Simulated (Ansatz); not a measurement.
```xyz
6

Sn    0.0020    0.0000   -0.2728
Cl    0.0123    0.0000    2.0837
H     1.6469    0.0000   -0.7545
H    -0.8237    1.4265   -0.7434
H    -0.8237   -1.4265   -0.7434
H    -0.0121    0.0000    5.6822
```

Core potentials replace the inner electrons of Sn.

Computed with UKS PBE/def2-TZVP in Ansatz 0.2.0.

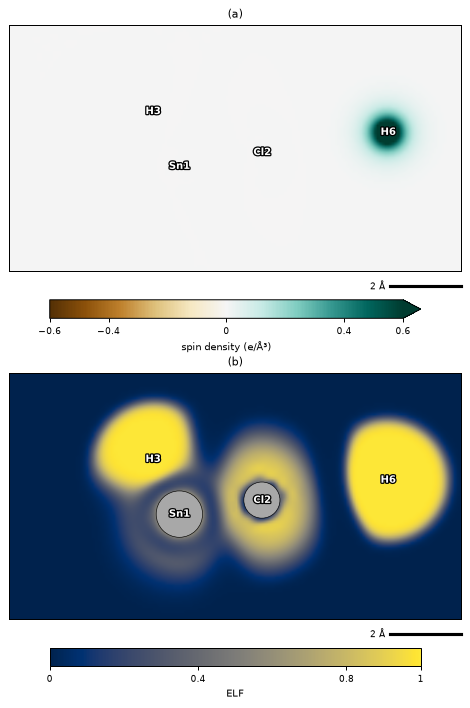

ClH3Sn···H (doublet). (a) spin density; (b) electron localisation function on the plane of atoms Cl2, Sn1 and H3. Grey discs cover the atomic cores in the ELF map.

> Read the bonding off the picture.

- Atoms in the plane: Sn, Cl and H.
- Sn–Cl (2.36 Å): the ELF peaks at about 0.80 in the valence shell of Cl, 0.9 Å from its nucleus, and drops to about 0.15 between the two atoms.
- Sn–H (1.71 Å): the ELF climbs to about 1 towards the hydrogen.
- The ELF also peaks beside Cl2, away from the bonds: non-bonding electrons, paired or unpaired.
- The unpaired spin (1 electron) lies mostly on H6 (about 1.0), in electrons by Hirshfeld's partition.
